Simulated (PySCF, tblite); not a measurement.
# C4H10B2NP: geometry, infrared bands and NMR shifts

Wanted: the infrared bands and NMR shifts of C4H10B2NP (`C#CB(P)CNBC`), by calculation.

Programs: tblite 0.8.0 and PySCF 2.14.0, with density-fitted response routines of our own. Each step states its level of theory. These are calculated values for one molecule in the gas phase, unless marked as measured. Atoms are numbered from 0 throughout.

## Step 1: The starting structure

18 atoms, charge 0, multiplicity 1; geometry from: force field or distance geometry start.

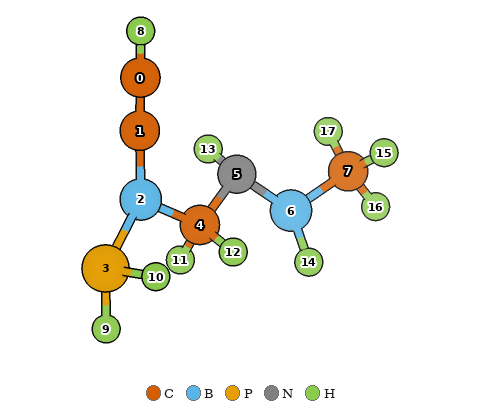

As it starts; carbon orange, boron blue, phosphorus amber, nitrogen grey, hydrogen green, atoms numbered.

## Step 2: Optimising the geometry with GFN2-xTB

Job settings and geometry (Å):

```
{"job": {"kind": "relax", "xc": "GFN2-xTB", "basis": "xTB"}, "charge": 0, "multiplicity": 1}
C     -1.902900     2.986800    -0.602200
C     -1.892000     1.788400    -0.555200
B     -1.833300     0.227000    -0.488800
P     -3.432900    -0.570300     0.311800
C     -0.538500    -0.564500    -0.082400
N      0.686200     0.121200    -0.386500
B      1.795800    -0.838300     0.090300
C      3.340000    -0.394900     0.063300
H     -1.928600     4.043200    -0.634000
H     -3.273700    -2.024400     0.244200
H     -3.311000    -0.226700     1.729300
H     -0.585200    -1.548400    -0.576500
H     -0.576500    -0.731200     1.021100
H      0.797300     0.250500    -1.425100
H      1.530900    -1.573600     1.006100
H      3.544600     0.309800     0.910700
H      3.959000    -1.297500     0.269400
H      3.612100     0.049200    -0.907000
```

Command:

```console
OMP_NUM_THREADS=1 python probes_run.py task.json out
```

One launch serves the whole session: the jobs run in the order shown.

What it wrote:

```text
step      E/eV     max force
  0    -582.89551    4.810
  1    -583.50458    3.838
  2    -583.64592    7.601
  3    -584.28876    1.740
  4    -584.39782    1.300
  5    -584.49292    0.734
  6    -584.56717    0.698
  7    -584.62536    0.530
  8    -584.66094    0.369
  9    -584.68879    0.433
 10    -584.71143    0.378
 11    -584.72840    0.284
 12    -584.74162    0.278
 13    -584.75517    0.326
 14    -584.76930    0.298
 15    -584.78168    0.272
 16    -584.79244    0.270
 17    -584.80394    0.367
 18    -584.81768    0.417
 19    -584.83369    0.353
 20    -584.85180    0.392
 21    -584.87214    0.385
 22    -584.89197    0.317
 23    -584.90771    0.263
 24    -584.91978    0.235
 25    -584.92888    0.261
 26    -584.93566    0.222
 27    -584.94225    0.232
 28    -584.95035    0.244
 29    -584.96026    0.262
 30    -584.96962    0.247
 31    -584.97610    0.210
 32    -584.98102    0.175
 33    -584.98441    0.143
 34    -584.98691    0.148
 35    -584.98984    0.130
 36    -584.99289    0.145
 37    -584.99661    0.202
 38    -585.00073    0.183
 39    -585.00433    0.133
 40    -585.00725    0.118
 41    -585.01022    0.154
 42    -585.01430    0.237
 43    -585.01983    0.272
 44    -585.02610    0.206
 45    -585.03152    0.303
 46    -585.03703    0.195
 47    -585.04155    0.154
 48    -585.04578    0.127
 49    -585.04854    0.147
 50    -585.05151    0.211
 51    -585.05442    0.156
 52    -585.05717    0.162
 53    -585.05906    0.101
 54    -585.06097    0.114
 55    -585.06301    0.121
 56    -585.06478    0.088
 57    -585.06609    0.082
 58    -585.06718    0.071
 59    -585.06850    0.088
 60    -585.07033    0.092
 61    -585.07240    0.084
 62    -585.07415    0.086
 63    -585.07523    0.156
 64    -585.07634    0.080
 65    -585.07754    0.069
 66    -585.07969    0.091
 67    -585.08080    0.095
 68    -585.08203    0.069
 69    -585.08276    0.058
 70    -585.08339    0.061
 71    -585.08399    0.075
 72    -585.08451    0.054
 73    -585.08486    0.038
 74    -585.08508    0.038
 75    -585.08530    0.048
 76    -585.08557    0.046
 77    -585.08589    0.049
 78    -585.08621    0.034
 79    -585.08648    0.041
 80    -585.08673    0.052
 81    -585.08702    0.056
 82    -585.08733    0.052
 83    -585.08761    0.044
 84    -585.08785    0.037
 85    -585.08809    0.038
 86    -585.08836    0.048
 87    -585.08864    0.056
 88    -585.08889    0.046
 89    -585.08912    0.036
 90    -585.08937    0.039
 91    -585.08967    0.044
 92    -585.08994    0.041
 93    -585.09013    0.030
 94    -585.09024    0.023
 95    -585.09034    0.026
 96    -585.09046    0.029
 97    -585.09056    0.025
 98    -585.09063    0.016
 99    -585.09066    0.018
100    -585.09070    0.020
101    -585.09074    0.020
102    -585.09080    0.018
103    -585.09087    0.020
104    -585.09093    0.020
105    -585.09098    0.055
106    -585.09103    0.023
107    -585.09112    0.036
108    -585.09129    0.063
109    -585.09145    0.057
110    -585.09161    0.035
111    -585.09173    0.023
112    -585.09182    0.030
113    -585.09192    0.037
114    -585.09203    0.028
115    -585.09212    0.017
116    -585.09218    0.017
117    -585.09221    0.012
118    -585.09223    0.011
119    -585.09225    0.008
```

Wall time 0.95 s (1 thread of Arm Neoverse V1, shared host); peak memory 0.18 GiB.

Relaxation path: (not every step is listed)

```
step  energy from step 0 (eV)  largest force (eV/Å)
   0                   0.0000                4.8103
   1                  -0.6091                3.8375
   2                  -0.7504                7.6011
   3                  -1.3933                1.7399
   4                  -1.5023                1.3001
   5                  -1.5974                0.7341
   6                  -1.6717                0.6977
   7                  -1.7299                0.5300
   8                  -1.7654                0.3690
  18                  -1.9222                0.4166
  28                  -2.0548                0.2435
  38                  -2.1052                0.1830
  48                  -2.1503                0.1274
  58                  -2.1717                0.0708
  68                  -2.1865                0.0692
  78                  -2.1907                0.0338
  88                  -2.1934                0.0462
  98                  -2.1951                0.0156
 108                  -2.1958                0.0630
 114                  -2.1965                0.0280
 115                  -2.1966                0.0175
 116                  -2.1967                0.0166
 117                  -2.1967                0.0116
 118                  -2.1967                0.0107
 119                  -2.1967                0.0075
```

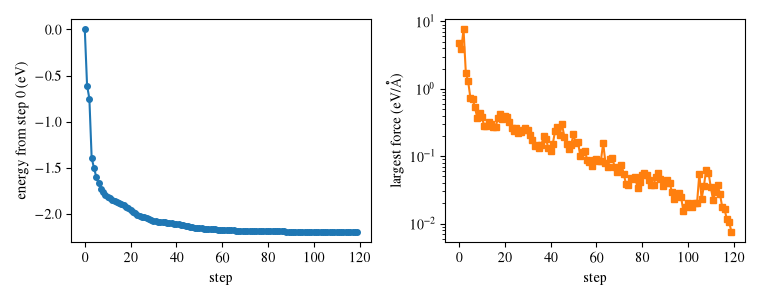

Energy and largest force along the relaxation.

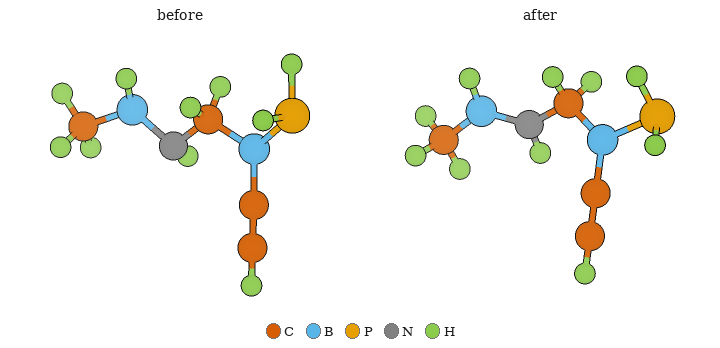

The geometry before (left) and after (right).

Distances of close pairs at the start and the end, largest changes first:

```
  bond  before (Å)  after (Å)  change (Å)
 N5–B6       1.542      1.378      -0.164
P3–H10       1.464      1.383      -0.081
 P3–H9       1.464      1.384      -0.080
 B2–P3       1.958      1.891      -0.068
 C1–B2       1.564      1.501      -0.063
N5–H13       1.052      1.011      -0.042
C7–H15       1.121      1.089      -0.032
B6–H14       1.204      1.176      -0.028
```

The end geometry stands in the next job.

## Step 3: Vibrational analysis with GFN2-xTB

Job settings and geometry (Å):

```
{"job": {"kind": "ir", "xc": "GFN2-xTB", "basis": "xTB"}, "charge": 0, "multiplicity": 1}
C     -1.354390     2.689987    -0.500307
C     -1.556704     1.514049    -0.320242
B     -1.809073     0.054810    -0.077839
P     -3.591162    -0.559388     0.070459
C     -0.621257    -0.996351    -0.134834
N      0.707404    -0.448731    -0.349005
B      1.859509    -0.733852     0.351278
C      3.215996    -0.003157    -0.023647
H     -1.179032     3.715149    -0.658727
H     -3.404033    -1.541977     1.027250
H     -4.073261     0.388160     0.954981
H     -0.853084    -1.715476    -0.941156
H     -0.582783    -1.600147     0.778238
H      0.716346     0.240324    -1.088297
H      1.810571    -1.524453     1.220032
H      3.603619     0.557948     0.825110
H      3.988531    -0.722489    -0.290062
H      3.114045     0.691910    -0.854889
```

What it wrote:

```text
mode    cm-1     km/mol
  1      26.6      1.42
  2      43.1      1.30
  3      73.8      0.28
  4     100.0      5.48
  5     120.2      1.15
  6     156.4      3.81
  7     176.2      2.91
  8     191.7      3.92
  9     222.7      1.25
 10     303.6      2.04
 11     363.5     11.40
 12     385.9      3.41
 13     441.0      7.89
 14     581.3     35.48
 15     604.5     45.97
 16     624.2     28.25
 17     662.8     36.87
 18     685.4      2.08
 19     728.3      4.69
 20     761.8     43.95
 21     780.5     43.36
 22     808.9     18.03
 23     884.1    100.82
 24     917.8     86.44
 25     997.0     22.27
 26    1044.4     13.25
 27    1093.1     25.43
 28    1126.8     27.99
 29    1140.5     85.27
 30    1167.4     62.66
 31    1260.2      2.33
 32    1324.8     32.85
 33    1396.0     19.84
 34    1435.1     15.92
 35    1483.5    281.31
 36    1505.0      0.16
 37    1517.8     32.54
 38    2183.3     34.14
 39    2304.4     96.89
 40    2393.0    140.56
 41    2584.5    174.78
 42    2809.4     57.77
 43    2940.0     28.63
 44    3011.0     49.68
 45    3018.3     70.31
 46    3027.1     27.71
 47    3361.2      0.09
 48    3422.8      5.35
```

Wall time 0.7 s (1 thread of Arm Neoverse V1, shared host); peak memory 0.18 GiB.

The strongest bands and the atoms that carry them (share of the mass-weighted mode):

```
cm⁻¹  km/mol                                  atoms
 884   100.8  B6 24 %, H14 20 %, H15 19 %, H16 18 %
 918    86.4                                B2 65 %
1140    85.3                       B2 60 %, C4 15 %
1484   281.3             N5 37 %, B6 26 %, H13 12 %
2304    96.9                      H9 55 %, H10 42 %
2393   140.6                      H10 54 %, H9 42 %
2584   174.8                               H14 92 %
3018    70.3                     H17 70 %, H16 14 %
```

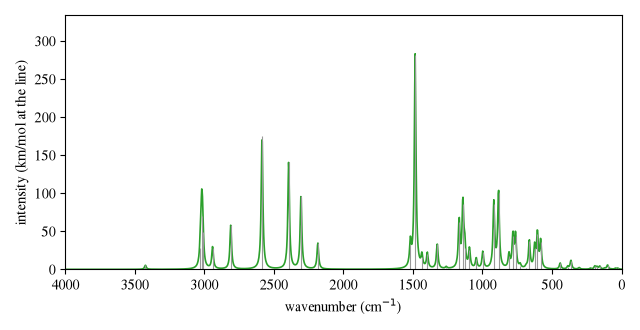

The infrared spectrum from these modes, unscaled. Lines are broadened to a width of 14 cm⁻¹ (Lorentzian).

## Step 4: Shielding tensors: PBE0/pcSseg-1

Settings changed since step 3:

```diff
@@ -1,2 +1,2 @@
-{"job": {"kind": "ir", "xc": "GFN2-xTB", "basis": "xTB"}, "charge": 0, "multiplicity": 1}
+{"job": {"kind": "nmr", "xc": "PBE0", "basis": "pcSseg-1"}, "charge": 0, "multiplicity": 1}
 C     -1.354390     2.689987    -0.500307
```

Method: GIAO PBE0/pcSseg-1 NMR shielding, non-relativistic, gas phase.

What it wrote:

```text
coarse grid: 15408 points
cycle   1  E = -603.6084517883  dE =  7.835e-01  |g| = 5.019e-01  |ddm| = 3.730e+00
cycle   2  E = -603.5949878252  dE =  1.346e-02  |g| = 5.599e-01  |ddm| = 1.095e+00
cycle   3  E = -603.6710364643  dE = -7.605e-02  |g| = 1.682e-01  |ddm| = 5.898e-01
cycle   4  E = -603.6776263632  dE = -6.590e-03  |g| = 4.837e-02  |ddm| = 1.381e-01
cycle   5  E = -603.6781953926  dE = -5.690e-04  |g| = 1.519e-02  |ddm| = 4.618e-02
cycle   6  E = -603.6782486473  dE = -5.325e-05  |g| = 4.488e-03  |ddm| = 1.412e-02
cycle   7  E = -603.6782525901  dE = -3.943e-06  |g| = 1.126e-03  |ddm| = 3.501e-03
final grid: 143888 points
cycle   8  E = -603.7213874559  dE = -4.297e-05  |g| = 8.002e-03  |ddm| = 3.594e-02
cycle   9  E = -603.7213825034  dE =  4.952e-06  |g| = 9.125e-03  |ddm| = 1.724e-02
cycle  10  E = -603.7214042835  dE = -2.178e-05  |g| = 1.190e-03  |ddm| = 9.753e-03
cycle  11  E = -603.7214045880  dE = -3.045e-07  |g| = 4.325e-04  |ddm| = 1.123e-03
cycle  12  E = -603.7214046283  dE = -4.026e-08  |g| = 1.884e-04  |ddm| = 3.860e-04
cycle  13  E = -603.7214046367  dE = -8.453e-09  |g| = 3.253e-05  |ddm| = 1.301e-04
cycle  14  E = -603.7214046370  dE = -2.465e-10  |g| = 8.480e-06  |ddm| = 4.011e-05
converged SCF energy = -603.7214046370

GIAO shielding tensors (ppm)
atom      isotropic    diamagn.    paramagn.     s11        s22        s33       span
  0 C       44.501     262.059    -217.558      6.237     17.254    110.011    103.774
  1 C       92.066     258.000    -165.933    -14.581     -7.861    298.641    313.223
  2 B       19.618     193.818    -174.200    -72.140      7.969    123.026    195.166
  3 P      506.710     965.451    -458.740    407.452    503.719    608.961    201.509
  4 C      130.645     248.922    -118.277    103.146    126.522    162.267     59.121
  5 N      129.171     324.044    -194.873     22.179    174.029    191.303    169.124
  6 B       61.023     196.406    -135.383     21.766     50.527    110.777     89.011
  7 C      180.664     252.332     -71.668    169.268    179.858    192.866     23.598
  8 H       26.396      33.878      -7.482     24.236     25.392     29.561      5.325
  9 H       29.139      29.249      -0.110     24.269     27.883     35.265     10.996
 10 H       28.950      27.980       0.970     24.353     26.996     35.501     11.148
 11 H       27.735      29.789      -2.054     22.005     28.175     33.024     11.019
 12 H       27.750      32.023      -4.274     23.297     28.450     31.502      8.205
 13 H       26.911      36.493      -9.582     21.808     28.161     30.763      8.955
 14 H       26.789      32.642      -5.854     25.207     26.300     28.858      3.651
 15 H       31.274      30.493       0.781     28.077     28.429     37.314      9.237
 16 H       31.321      28.827       2.494     27.924     28.252     37.787      9.863
 17 H       31.705      32.805      -1.099     27.777     31.139     36.199      8.422
```

Run time: 31 s. Hardware: 1 thread of Arm Neoverse V1, shared host; peak memory 0.9 GiB.

Shifts follow as δ = σ(reference) − σ, with reference shieldings (ppm) from runs at the same level and on the same kind of geometry: 1H TMS 31.72, 13C TMS 186.9, 15N NH3 267.7, 31P H3PO4 318.4, 11B BF3·OEt2 100.1. The references are single molecules in the gas phase, so shifts against H2O, NH3, PH3, H3PO4 or CFCl3 are not on the usual liquid scales and can be off by tens of ppm. Atoms listed in one row are averaged.

```
        atoms                               environment  σ (ppm)  δ (ppm)  δ scaled to CDCl3
           C0                    terminal alkyne carbon     44.5    142.4              137.1
           C1                             alkyne carbon     92.1     94.9               90.7
           C4                 sp3 CH2 bonded to B and N    130.6     56.3               53.0
           C7                 methyl carbon bonded to B    180.7      6.3                4.2
           H8      hydrogen on a terminal alkyne carbon    26.40     5.32               5.12
          H14        hydrogen on a boron bonded to C, N    26.79     4.93                  –
          H13     hydrogen on a nitrogen bonded to C, B    26.91     4.81                  –
     H11, H12  hydrogen on an sp3 CH2 bonded to B and N    27.74     3.97               3.85
      H9, H10      hydrogen on a phosphorus bonded to B    29.04     2.67                  –
H15, H16, H17   hydrogen on a methyl carbon bonded to B    31.43     0.28               0.37
           B2                    boron bonded to 2 C, P     19.6     80.4                  –
           B6                   boron bonded to C, N, H     61.0     39.0                  –
           P3               phosphorus bonded to B, 2 H    506.7   -188.3                  –
           N5                nitrogen bonded to C, B, H    129.2    138.6                  –
```

The scaled column applies a straight-line fit of computed shieldings to shifts measured in CDCl3 (root-mean-square error 0.16 ppm for H, 1.9 ppm for C).

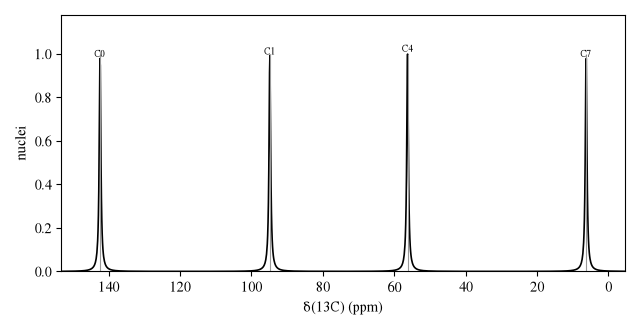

13C lines at the computed shifts, without couplings. Lines are broadened to a width of 0.54 ppm (Lorentzian).

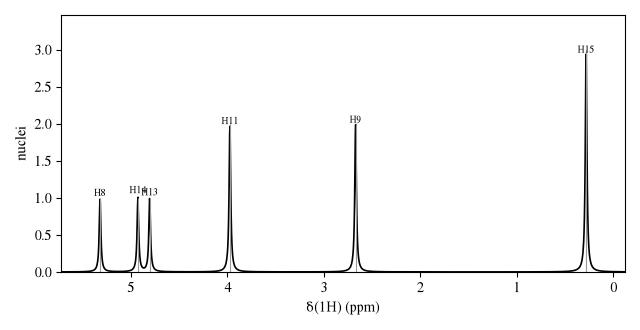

1H lines at the computed shifts, without couplings. Lines are broadened to a width of 0.02 ppm (Lorentzian).

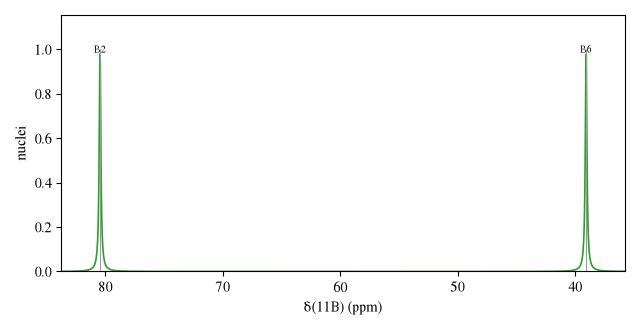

11B lines at the computed shifts, without couplings. Lines are broadened to a width of 0.17 ppm (Lorentzian).

Charges from the same density, by scheme (e):

```
atoms  Mulliken    IAO  Hirshfeld  ESP fit
   C0     -0.22  -0.17      -0.06    -0.42
   C1     -0.08  -0.13      -0.12     0.03
   B2      0.33   0.05       0.13     0.19
   P3     -0.09   0.11       0.03    -0.33
   C4     -0.19  -0.28      -0.08    -0.03
   N5     -0.49  -0.35      -0.16    -0.62
   B6      0.28   0.11       0.12     0.47
   C7     -0.52  -0.57      -0.20    -0.69
```

ESP fit charges:

C0 -0.42; C1 0.03; B2 0.19; P3 -0.33; C4 -0.03; N5 -0.62; B6 0.47; C7 -0.69; H8 0.32; H9 0.11; H10 0.12; H11 0.11; H12 0.07; H13 0.33; H14 -0.14; H15 0.16; H16 0.16; H17 0.14

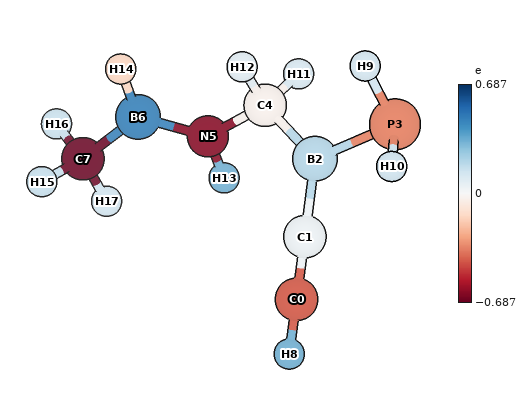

ESP fit charges, as colours on the atoms.

Mayer bond orders: C0–C1 2.50, C1–B2 1.06, B2–P3 1.12, B2–C4 0.99, C4–N5 0.95, N5–B6 1.37, B6–C7 1.01.

## Step 5: Outcome

| quantity | value |
| --- | --- |
| strongest single infrared mode (GFN2-xTB) | 1484 cm⁻¹, 281 km/mol |
| zero-point energy (GFN2-xTB) | 83.2 kcal/mol |
| 13C shifts against TMS (PBE0/pcSseg-1) | 142.4, 94.9, 56.3, 6.3 ppm |
| 1H shifts against TMS (PBE0/pcSseg-1, means over atoms taken as alike) | 5.32, 4.93, 4.81, 3.97, 2.67, 0.28 ppm |
| 11B shifts against BF3·OEt2 (PBE0/pcSseg-1) | 80.4, 39.0 ppm |
| 31P shifts against H3PO4 (PBE0/pcSseg-1) | -188.3 ppm |
| 15N shifts against NH3 (PBE0/pcSseg-1) | 138.6 ppm |

In words: Over 119 steps the energy fell by 2.197 eV; of the close pairs, N5–B6 changed most, 1.542 to 1.378 Å. All 48 modes are real, so the xTB geometry is a minimum. The strongest single mode, at 1484 cm⁻¹, is carried by N5, B6, H13. Unscaled tight-binding wavenumbers are off by several per cent, some by more. Its intensities can rank the bands wrongly. At PBE0/pcSseg-1: The largest span, 313 ppm, is at C1, where the paramagnetic term is -166 ppm.
